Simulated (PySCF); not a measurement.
C10H10Ge: spin–spin coupling calculation

The run: spin–spin coupling calculation of C10H10Ge. Method and program: B3LYP/pcJ-1 Ge:pcSseg-1 indirect spin-spin coupling, non-relativistic, gas phase (PySCF 2.14.0).

The geometry comes from this level: PBE0-D3(BJ)/def2-SVP.

Figures and captions count atoms from 1; the log counts them from 0 in places.

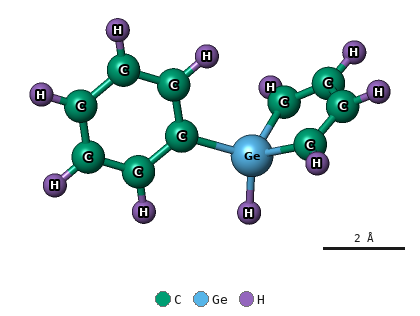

**Figure 1.** The structure (ball-and-stick view, seen at a tilt). Sticks mark near contacts. Bond lengths as drawn: C–C 1.35 to 1.48 Å, C–Ge 1.94 to 1.95 Å, C–H 1.09 to 1.10 Å and Ge–H 1.54 Å.

Key numbers

```csv
quantity,value
outcome,converged
total energy,−2463.894924 hartree
HOMO,−6.43 eV
LUMO,−1.57 eV
dipole moment,0.62 D
hardware,"2 CPU threads, shared host"
wall time,79 s (CPU time 2.9 min)
peak memory,3 GiB
```

Spin–orbit coupling is left out, which matters for the heavy atoms.

The input
```
{"job": {"kind": "j", "xc": "B3LYP", "basis": "pcJ-1"}, "charge": 0, "multiplicity": 1}
C      2.984363     0.499759     0.950540
C      2.083549    -0.395634     1.399163
Ge     1.142908    -1.106165    -0.152225
C     -0.751325    -0.668066    -0.196987
C     -1.161846     0.665810    -0.065580
C     -2.514144     0.999058    -0.091357
C     -3.476545     0.001077    -0.249941
C     -3.081657    -1.328617    -0.382884
C     -1.726250    -1.659630    -0.356429
C      2.240498     0.016224    -1.305077
C      3.070047     0.721930    -0.512017
H      3.648282     1.064067     1.615773
H      1.945789    -0.618295     2.458926
H      1.313025    -2.621565    -0.374609
H     -0.414381     1.455099     0.059133
H     -2.820578     2.042945     0.013121
H     -4.537490     0.262068    -0.270445
H     -3.831837    -2.113350    -0.508144
H     -1.428703    -2.706766    -0.463020
H      2.231284     0.117481    -2.391894
H      3.797417     1.444402    -0.900291
```

The first line tells a small driver script what to run in PySCF; the rest is the geometry in Å.

Launched with:
```bash
OMP_NUM_THREADS=2 python <driver script> task.json out
```

What the program printed
```
coarse grid: 83936 points
cycle   1  E = -2463.7697992364  dE =  9.011e-01  |g| = 1.055e+00  |ddm| = 4.559e+00
cycle   2  E = -2463.7031657455  dE =  6.663e-02  |g| = 1.177e+00  |ddm| = 1.393e+00
cycle   3  E = -2463.8928519015  dE = -1.897e-01  |g| = 1.009e-01  |ddm| = 8.948e-01
cycle   4  E = -2463.8941102859  dE = -1.258e-03  |g| = 5.675e-02  |ddm| = 1.289e-01
cycle   5  E = -2463.8949219812  dE = -8.117e-04  |g| = 1.484e-02  |ddm| = 5.999e-02
cycle   6  E = -2463.8949824272  dE = -6.045e-05  |g| = 3.346e-03  |ddm| = 1.801e-02
cycle   7  E = -2463.8949850461  dE = -2.619e-06  |g| = 1.615e-03  |ddm| = 4.619e-03
final grid: 178840 points
cycle   8  E = -2463.8949210502  dE =  1.793e-06  |g| = 3.081e-03  |ddm| = 4.553e-03
cycle   9  E = -2463.8949126771  dE =  8.373e-06  |g| = 6.288e-03  |ddm| = 8.018e-03
cycle  10  E = -2463.8949235623  dE = -1.089e-05  |g| = 4.131e-04  |ddm| = 5.599e-03
cycle  11  E = -2463.8949236068  dE = -4.449e-08  |g| = 4.625e-05  |ddm| = 3.751e-04
cycle  12  E = -2463.8949236073  dE = -4.702e-10  |g| = 1.695e-05  |ddm| = 5.872e-05
```

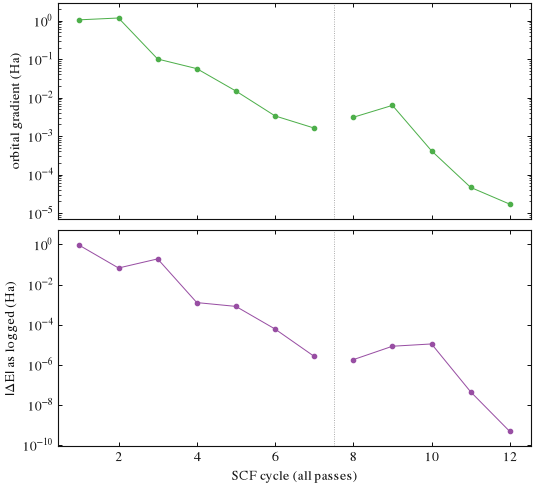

**Figure 2.** Convergence of the self-consistent field: orbital gradient and size of the energy change against the SCF cycle. The dotted line marks the change from a coarse to the final integration grid. The first 7 cycles use a coarse grid, the final grid takes over at cycle 8, and the field converges after 12 cycles in all.

```
converged SCF energy = -2463.8949236073

Indirect spin-spin couplings (Hz)
  i      j    bonds     total        FC       PSO       DSO        SD
  0 C   11 H    1    166.933   165.900     0.121     0.913         -
  0 C   12 H    2     -0.625     1.077    -1.414    -0.288         -
  0 C   13 H    3      4.021     4.538     0.108    -0.625         -
  0 C   14 H    5      0.182     0.116    -0.181     0.247         -
  0 C   19 H    3     14.500    14.554     0.374    -0.428         -
  0 C   20 H    2      7.100     7.422    -0.165    -0.158         -
  1 C   11 H    2     -0.300     1.187    -1.217    -0.271         -
  1 C   12 H    1    179.576   178.675    -0.217     1.118         -
  1 C   13 H    2      9.373    10.009    -0.008    -0.627         -
  1 C   14 H    4     -0.156    -0.260    -0.180     0.284         -
  1 C   16 H    6     -0.304    -0.263     0.135    -0.177         -
  1 C   19 H    3      2.680     2.703     0.499    -0.522         -
  1 C   20 H    3      7.506     7.524     0.388    -0.406         -
  3 C   11 H    4      0.370     0.519     0.142    -0.292         -
  3 C   12 H    3     -0.274    -0.158    -0.022    -0.093         -
  3 C   13 H    2      9.669    10.236    -0.172    -0.395         -
  3 C   14 H    2      3.420     4.403    -1.062     0.080         -
  3 C   15 H    3      7.926     7.913     0.337    -0.324         -
  3 C   16 H    4     -1.339    -1.426     0.381    -0.294         -
  3 C   17 H    3      7.852     7.842     0.338    -0.328         -
  3 C   18 H    2      3.352     4.365    -1.052     0.039         -
  3 C   19 H    3     -0.285    -0.167    -0.022    -0.096         -
  3 C   20 H    4      0.386     0.538     0.142    -0.293         -
  4 C   13 H    3      5.367     5.793     0.215    -0.641         -
  4 C   14 H    1    168.411   167.231     0.072     1.108         -
  4 C   15 H    2      1.911     3.121    -0.967    -0.242         -
  4 C   16 H    3      7.984     8.069     0.352    -0.437         -
  4 C   17 H    4     -1.271    -1.295     0.399    -0.374         -
  4 C   18 H    3      8.602     8.692     0.310    -0.401         -
  5 C   13 H    4      1.853     2.055     0.173    -0.374         -
  5 C   14 H    2      2.038     3.201    -0.960    -0.203         -
  5 C   15 H    1    166.525   165.398     0.254     0.873         -
  5 C   16 H    2      1.653     2.854    -0.888    -0.313         -
  5 C   17 H    3      7.825     7.934     0.364    -0.472         -
  5 C   18 H    4     -1.433    -1.456     0.402    -0.379         -
  6 C   14 H    3      8.029     8.108     0.339    -0.419         -
  6 C   15 H    2      1.782     2.983    -0.889    -0.312         -
  6 C   16 H    1    166.475   165.369     0.260     0.846         -
  6 C   17 H    2      1.641     2.867    -0.908    -0.318         -
  6 C   18 H    3      7.874     7.957     0.352    -0.436         -
  7 C   14 H    4     -1.478    -1.498     0.386    -0.366         -
  7 C   15 H    3      7.820     7.928     0.365    -0.472         -
  7 C   16 H    2      1.602     2.824    -0.904    -0.318         -
  7 C   17 H    1    166.579   165.444     0.269     0.866         -
  7 C   18 H    2      2.082     3.234    -0.925    -0.227         -
  8 C   11 H    5      0.230     0.317     0.176    -0.263         -
  8 C   13 H    3      2.032     2.064    -0.224     0.192         -
  8 C   14 H    3      8.785     8.876     0.300    -0.391         -
  8 C   15 H    4     -1.274    -1.296     0.400    -0.378         -
  8 C   16 H    3      8.025     8.111     0.357    -0.444         -
  8 C   17 H    2      1.968     3.148    -0.925    -0.255         -
  8 C   18 H    1    167.139   165.922     0.163     1.054         -
  8 C   20 H    5      0.268     0.356     0.178    -0.266         -
  9 C   11 H    3      7.497     7.514     0.387    -0.405         -
  9 C   12 H    3      2.692     2.715     0.499    -0.522         -
  9 C   13 H    2      9.248     9.884    -0.010    -0.626         -
  9 C   16 H    6     -0.280    -0.238     0.136    -0.178         -
  9 C   19 H    1    179.452   178.542    -0.211     1.120         -
  9 C   20 H    2     -0.281     1.206    -1.217    -0.270         -
 10 C   11 H    2      7.099     7.421    -0.165    -0.158         -
 10 C   12 H    3     14.509    14.563     0.374    -0.428         -
 10 C   13 H    3      4.054     4.570     0.108    -0.624         -
 10 C   14 H    5      0.191     0.117    -0.185     0.259         -
 10 C   19 H    2     -0.663     1.041    -1.417    -0.287         -
 10 C   20 H    1    166.937   165.907     0.117     0.913         -
 11 H   12 H    3     10.911    11.007     0.269    -0.365         -
 11 H   13 H    4      0.201     1.124     1.112    -2.035         -
 11 H   18 H    6     -0.342     0.048     0.678    -1.067         -
 11 H   19 H    4      0.399     0.477     1.654    -1.732         -
 11 H   20 H    3      4.107     3.985     0.279    -0.157         -
 12 H   13 H    3     -1.381    -0.549     0.581    -1.413         -
 12 H   18 H    5     -0.315     0.002     0.221    -0.537         -
 12 H   19 H    4      1.231     1.736     1.677    -2.182         -
 12 H   20 H    4      0.398     0.477     1.653    -1.732         -
 13 H   14 H    4     -0.972     1.085     0.963    -3.020         -
 13 H   15 H    5     -0.271     0.355     0.861    -1.486         -
 13 H   16 H    6     -0.250     0.019     0.726    -0.995         -
 13 H   18 H    4      0.887    -0.167    -1.392     2.447         -
 13 H   19 H    3     -1.356    -0.531     0.576    -1.401         -
 13 H   20 H    4      0.166     1.087     1.110    -2.032         -
 14 H   15 H    3      8.537     8.565    -0.036     0.007         -
 14 H   16 H    4      1.124     1.127     1.601    -1.604         -
 14 H   17 H    5      0.774     0.827     1.610    -1.663         -
 14 H   18 H    4      0.918     1.049     1.637    -1.768         -
 15 H   16 H    3      8.306     8.497     0.166    -0.357         -
 15 H   17 H    4      1.041     1.120     1.685    -1.763         -
 15 H   18 H    5      0.725     0.782     1.642    -1.699         -
 16 H   17 H    3      8.410     8.608     0.173    -0.371         -
 16 H   18 H    4      1.116     1.126     1.646    -1.656         -
 17 H   18 H    3      8.359     8.399     0.044    -0.084         -
 18 H   19 H    5     -0.352     0.001     0.276    -0.628         -
 18 H   20 H    6     -0.338     0.059     0.687    -1.084         -
 19 H   20 H    3     10.917    11.013     0.267    -0.362         -
```
